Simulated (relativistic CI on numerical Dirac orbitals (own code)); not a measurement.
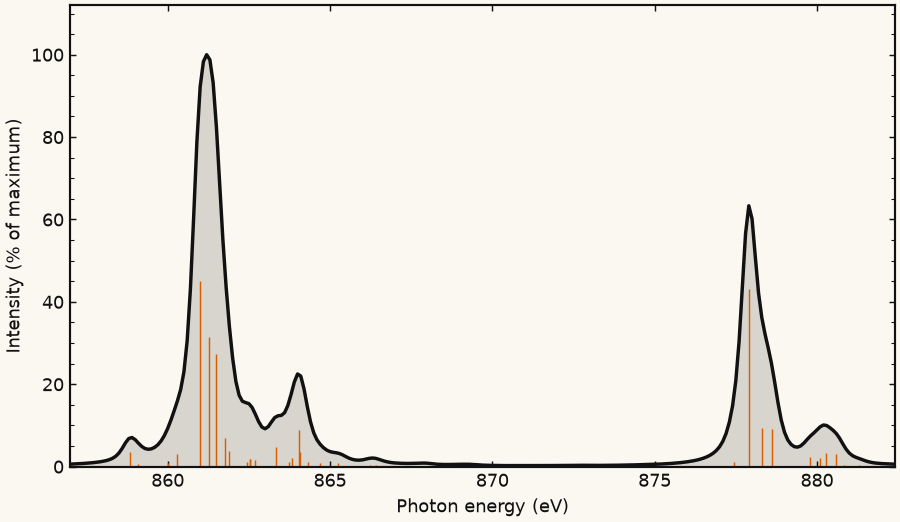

L₂,₃ X-ray absorption of Ni V (Ni⁴⁺), [Ar] 3d⁶, in a field of Oh symmetry with 10Dq = 23,950 cm⁻¹. Sticks are the strongest transitions, on a scale of their own. Multiplet model: relativistic Dirac–Coulomb–Breit theory, one configuration a step, Slater integrals scaled by 0.7, 300 K, Voigt broadening (Lorentzian 0.4 eV, Gaussian 0.3 eV full widths), computed with a radial Dirac CI code.

> What does the spectrum show?

The main maxima lie at 858.9 eV (7), 861.2 eV (100), 864.0 eV (22), 877.9 eV (63) and 880.2 eV (10), heights in % of the largest; the centroid is at 867.2 eV. The lower edge holds 0.67 of the intensity (branching ratio, edges parted at 872 eV, split at the minimum of the curve and uncertain by about 0.02), and the core spin-orbit splitting of the orbitals is 18.1 eV. The ground state has S = 0.04.

Limits of the model: free-ion energies, so absolute edge positions are off by a few eV from solids.
